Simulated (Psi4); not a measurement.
# BH3O3 (B(OH)3) at B2PLYP/def2-SVPD (density fitting for correlation)

Aim: the vertical ionisation energy of BH3O3 (B(OH)3) at B2PLYP/def2-SVPD (density fitting for correlation), from 2 runs. 

The calculation is run with Psi4 1.11.

1 further run of the same task is left out (set aside as unsound or not needed).

## Step 1: The system as given

The species is BH3O3 (7 atoms), meant as a singlet with charge 0. As SMILES, `OB(O)O`. The shape is that of a GFN2-xTB optimisation. This is a higher conformer, about 20 kJ/mol above the lowest found by a separate search.

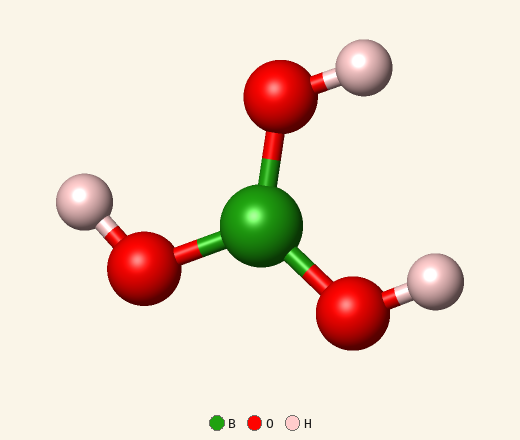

The structure, seen from a chosen angle (boron green, oxygen red, hydrogen pink).

## Step 2: A single-point energy at B2PLYP/def2-SVPD (density fitting for correlation)

job.json

```json
{
 "schema_name": "qcschema_input",
 "schema_version": 1,
 "molecule": {
  "schema_name": "qcschema_molecule",
  "schema_version": 2,
  "symbols": ["B", "O", "H", "O", "H", "O", "H"],
  "geometry": [0.33903576, -0.2504643, -0.14618921, 2.8172226, -0.37713264, -0.7362562, 3.68923672, 1.18688029, -0.4899304, -0.60592178, 2.00823085, 0.70832604, -2.36370723, 2.07463583, 1.11452267, -1.06263079, -2.37846599, -0.43904007, -2.81321638, -2.26368403, -0.01145174],
  "molecular_charge": 0,
  "molecular_multiplicity": 1,
  "fix_symmetry": "c1"
 },
 "driver": "energy",
 "model": {
  "method": "b2plyp",
  "basis": "def2-SVPD"
 },
 "keywords": {
  "reference": "rks",
  "puream": true,
  "e_convergence": 1e-09,
  "d_convergence": 1e-08,
  "scf_type": "pk",
  "dft_radial_points": 99,
  "dft_spherical_points": 590,
  "num_frozen_docc": 4
 }
}
```

On the command line:

```console
psi4 --qcschema job.json -n 1 --memory 1600MB
```

stdout:

```text
[...]
  Running in c1 symmetry.
[...]
  Nuclear repulsion =  116.751213181587872
[...]
  Multiplicity = 1
[...]
  Nalpha       = 16
  Nbeta        = 16
[...]
    Number of basis functions: 113
[...]
   @RKS iter   1:  -251.59907906261563   -4.99821e-01   7.81878e-03 DIIS/ADIIS
[...]
   @RKS iter  11:  -251.89354527626097   -3.86535e-12   2.95098e-09 DIIS
[...]
    Orbital Energies [Eh]
    ---------------------
    Doubly Occupied:
       1A    -19.754287     2A    -19.749576     3A    -19.739347
       4A     -7.182602     5A     -1.194039     6A     -1.146604
       7A     -1.141894     8A     -0.687502     9A     -0.657480
      10A     -0.588473    11A     -0.519875    12A     -0.500364
      13A     -0.455442    14A     -0.432896    15A     -0.414233
      16A     -0.404634
[...]
  @RKS Final Energy:  -251.89354527626097
   => Energetics <=
    Nuclear Repulsion Energy =            116.7512131815878718
    One-Electron Energy =                -577.4576653077486981
    Two-Electron Energy =                 223.6815682279870998
    DFT Exchange-Correlation Energy =     -14.8686613780872730
    Empirical Dispersion Energy =           0.0000000000000000
    VV10 Nonlocal Energy =                  0.0000000000000000
    Total Energy =                       -251.8935452762609657
[...]
 Multipole Moments:
 ------------------------------------------------------------------------------------
     Multipole            Electronic (a.u.)      Nuclear  (a.u.)        Total (a.u.)
 ------------------------------------------------------------------------------------
 L = 1.  Multiply by 2.5417464519 to convert [e a0] to [Debye]
 Dipole X            :          0.2879135           -1.2355486           -0.9476351
 Dipole Y            :         -0.2430224            0.8385729            0.5955505
 Dipole Z            :         -0.1326442            0.5119870            0.3793428
 Magnitude           :                                                    1.1817756
[...]
```

The result, in JSON:

```text
{
 "driver": "energy",
 "model": {
  "method": "b2plyp",
  "basis": "def2-SVPD"
 },
 "success": true,
 "return_result": -252.11229695316533,
 "properties": {
  "calcinfo_nbasis": 113,
  "calcinfo_nmo": 113,
  "calcinfo_nalpha": 16,
  "calcinfo_nbeta": 16,
  "calcinfo_natom": 7,
  "nuclear_repulsion_energy": 116.75121318158787,
  "return_energy": -252.11229695316533,
  "scf_one_electron_energy": -577.4576653077487,
  "scf_two_electron_energy": 223.6815682279871,
  "scf_xc_energy": -14.868661378087273,
  "scf_dipole_moment": [-0.9476351034562986, 0.595550518199258, 0.3793427768201637],
  "scf_total_energy": -251.89354527626097,
  "scf_iterations": 11
 }
}
```

It took 15 s on 1 thread of Intel Xeon 6975P-C (Granite Rapids), shared host; peak memory 0.65 GiB.

## Step 3: The doublet cation

calc.in

```
memory 1600 mb

molecule {
  1 2
  B      0.179410    -0.132540    -0.077360
  O      1.490810    -0.199570    -0.389610
  H      1.952260     0.628070    -0.259260
  O     -0.320640     1.062710     0.374830
  H     -1.250820     1.097850     0.589780
  O     -0.562320    -1.258630    -0.232330
  H     -1.488690    -1.197890    -0.006060
  symmetry c1
  no_reorient
  no_com
}

set basis def2-SVPD
set reference uks
set puream true
set e_convergence 1e-09
set d_convergence 1e-08
set scf_type pk
set dft_radial_points 99
set dft_spherical_points 590
set num_frozen_docc 4
set maxiter 200

energy('b2plyp')
```

On the command line:

```console
psi4 calc.in calc.out -n 1
```

calc.out:

```text
[...]
  Running in c1 symmetry.
[...]
  Nuclear repulsion =  116.751213015521472
[...]
  Multiplicity = 2
[...]
  Nalpha       = 16
  Nbeta        = 15
[...]
    Number of basis functions: 113
[...]
   @UKS iter   1:  -251.27495064315974   -1.75692e-01   5.85844e-03 DIIS/ADIIS
[...]
   @UKS iter  33:  -251.45599883939633   -7.58860e-12   4.90286e-09 DIIS
[...]
   @S^2 Observed:                7.733651179E-01
[...]
    Orbital Energies [Eh]
    ---------------------
    Alpha Occupied:
       1A    -20.179771     2A    -20.042037     3A    -19.993337
       4A     -7.469566     5A     -1.579985     6A     -1.450471
       7A     -1.393594     8A     -1.033219     9A     -0.923712
      10A     -0.899876    11A     -0.896778    12A     -0.827445
      13A     -0.772261    14A     -0.743179    15A     -0.681310
      16A     -0.666650
    Alpha Virtual:
      17A     -0.176309    18A     -0.135019    19A     -0.121782
      20A     -0.081950    21A     -0.078627    22A     -0.062905
      23A     -0.041121    24A     -0.017935    25A     -0.012603
[...]
  @UKS Final Energy:  -251.45599883939633
   => Energetics <=
    Nuclear Repulsion Energy =            116.7512130155214720
    One-Electron Energy =                -567.9281896309402100
    Two-Electron Energy =                 214.4073987897370728
    DFT Exchange-Correlation Energy =     -14.6864210137146394
    Empirical Dispersion Energy =           0.0000000000000000
    VV10 Nonlocal Energy =                  0.0000000000000000
    Total Energy =                       -251.4559988393963295
[...]
 Multipole Moments:
 ------------------------------------------------------------------------------------
     Multipole            Electronic (a.u.)      Nuclear  (a.u.)        Total (a.u.)
 ------------------------------------------------------------------------------------
 L = 1.  Multiply by 2.5417464519 to convert [e a0] to [Debye]
 Dipole X            :         -9.0940593            9.3968521            0.3027928
 Dipole Y            :          6.4030403           -6.2334317            0.1696086
 Dipole Z            :          3.8327310           -3.8535673           -0.0208363
 Magnitude           :                                                    0.3476848
[...]
```

Run time: 59 s. Hardware: 1 thread of Intel Xeon 6975P-C (Granite Rapids), shared host; peak memory 0.64 GiB.

## Step 4: What came out

Level: B2PLYP/def2-SVPD (density fitting for correlation), 4 core orbitals frozen.

| quantity | value |
| --- | --- |
| singlet BH3O3: total energy | -252.11230 Eh |
| singlet BH3O3: HOMO energy (SCF part's orbitals) | -11.01 eV |
| singlet BH3O3: LUMO energy (SCF part's orbitals) | 0.20 eV |
| singlet BH3O3: HOMO–LUMO gap (SCF part's orbitals) | 11.21 eV |
| doublet cation: total energy | -251.66596 Eh |
| doublet cation: HOMO energy (SCF part's orbitals) (highest over α and β) | -16.92 eV |
| doublet cation: LUMO energy (SCF part's orbitals) (lowest over α and β) | -12.90 eV |
| doublet cation: ⟨S²⟩ | 0.773 |
| vertical ionisation energy (to the doublet cation) | 12.145 eV |

**Reading.** The vertical ionisation energy comes to 12.15 eV (280 kcal/mol). The negative HOMO energy of the first species, 11.01 eV, lies 1.13 eV below that difference.
